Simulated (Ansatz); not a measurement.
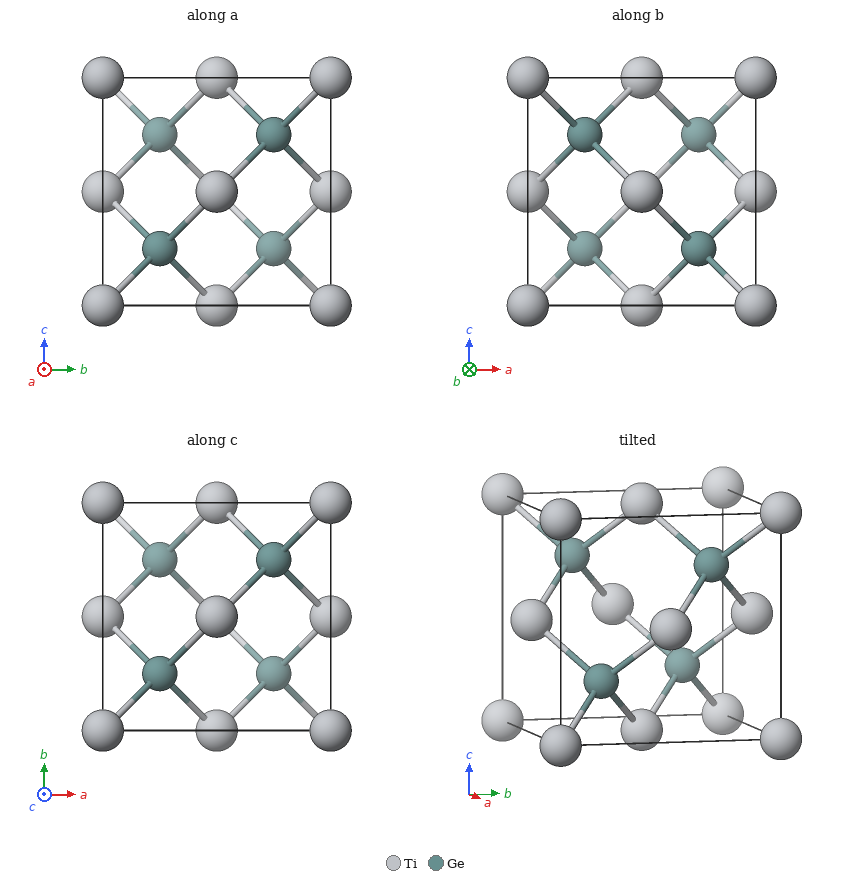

A ball-and-stick rendering, viewed along the a axis, along the b axis, along the c axis and slightly off an axis. The conventional unit cell is outlined; an atom on or near a face, edge or corner is repeated at each equivalent position.

Lattice parameters: a = 5.823 Å, b = 5.823 Å, c = 5.823 Å, α = 90.00°, β = 90.00°, γ = 90.00°. Put a along x and b in the xy plane.

### Transcribe the picture into a POSCAR file.

```
Ti Ge
1.0
     5.823    0.000    0.000
     0.000    5.823    0.000
     0.000    0.000    5.823
Ti Ge
4 4
Direct
  0.0000 0.0000 0.0000
  0.0000 0.5000 0.5000
  0.5000 0.0000 0.5000
  0.5000 0.5000 0.0000
  0.2500 0.2500 0.7500
  0.2500 0.7500 0.2500
  0.7500 0.2500 0.2500
  0.7500 0.7500 0.7500
```

The structure comes from a structure type filled with these elements by a generator (whether the compound takes this form wasn't checked). Earlier steps of the study may have refined or changed the cell and positions. Ansatz was used for an electronic-structure calculation on it.
